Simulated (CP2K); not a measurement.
## Converging the cutoff of the density grid: NaGa (Cm, 4 atoms in the cell)

```yaml
crystal:
  lattice:
    - [4.53705, 0.00000, 0.00000]
    - [-0.51883, 4.50729, 0.00000]
    - [0.00000, 0.00000, 4.88306]
  atoms:
    - { symbol: Na, position: [0.63461, 0.36539, 0.26024] }
    - { symbol: Na, position: [0.36539, 0.63461, 0.75000] }
    - { symbol: Ga, position: [0.08656, 0.91344, 0.25000] }
    - { symbol: Ga, position: [0.91344, 0.08656, 0.75000] }
```

Level of theory: LDA (Pade form), GPW, DZVP-MOLOPT-SR-GTH basis, GTH-PADE potentials (GTH_POTENTIALS) run with CP2K.

Base settings: CUTOFF = 950 Ry; REL_CUTOFF = 60 Ry; SMEAR/METHOD = GAUSSIAN; SIGMA = 0.1 eV; KPOINTS/SCHEME = MONKHORST-PACK 3 3 3; XC_FUNCTIONAL = PADE; Na/BASIS_SET = DZVP-MOLOPT-SR-GTH-q9; Na/POTENTIAL = GTH-PADE-q9; Ga/BASIS_SET = DZVP-MOLOPT-SR-GTH-q13; Ga/POTENTIAL = GTH-PADE-q13.

The second cell is the first with its lattice scaled by 0.98.

The mesh stays at the base's, so the ladder's end is converged at best in this setting alone.

Only quantities that move along the ladder and can be compared are tabulated.

The starting cell comes from a database of computed structures (which also holds hypothetical and non-ambient phases and stackings), without a prior relaxation at this level. Its lattice was rescaled by up to half a per cent. One atom was moved a little off its site on purpose. Values carry the incompleteness of an atom-centred basis. Without a gap this mesh is coarse (it stands for a supercell whose shortest vector is 14 Å).

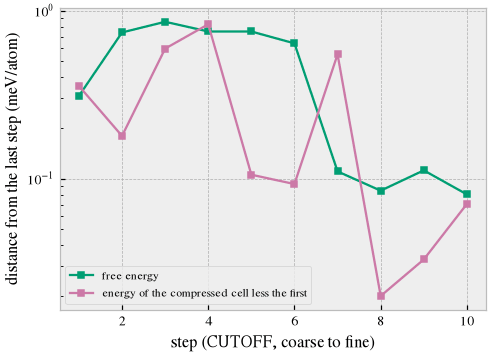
Fig. 1. Distance from the last step along the ladder; very small values are drawn at a floor.

| CUTOFF | free energy less the last step's (meV/atom) | energy of the compressed cell less the first (meV/atom) | largest difference of a force vector from the last step's (eV/Å) |
|---|---|---|---|
| 520 Ry | 0.31 | -19.30 | 0.073 |
| 760 Ry | 0.74 | -19.84 | 0.116 |
| 860 Ry | 0.86 | -20.25 | 0.059 |
| 950 Ry | -0.75 | -18.83 | 0.109 |
| 1040 Ry | -0.75 | -19.55 | 0.109 |
| 1140 Ry | -0.64 | -19.56 | 0.058 |
| 1280 Ry | 0.11 | -20.21 | 0.019 |
| 1420 Ry | 0.08 | -19.65 | 0.011 |
| 1660 Ry | -0.11 | -19.62 | 0.036 |
| 1900 Ry | -0.08 | -19.59 | 0.031 |
| 2280 Ry | 0.00 | -19.66 | 0.000 |

Coarsest CUTOFF that holds the energy of the compressed cell less the first within 0.5 meV/atom of the last step, with all finer ones: 1420 Ry; the step before is off by 0.55 meV/atom.

Coarsest CUTOFF that holds the forces within 0.01 eV/Å: not settled: the last two steps still differ by 0.031 eV/Å, over half the tolerance, so the ladder does not show it.

Coarsest CUTOFF that holds the free energy within 0.5 meV/atom of the last step, with all finer ones: 1280 Ry; the step before is off by 0.64 meV/atom.

Left out of this page: 6 runs of the series unsound by tests on forces, stress, charge or solver warnings.
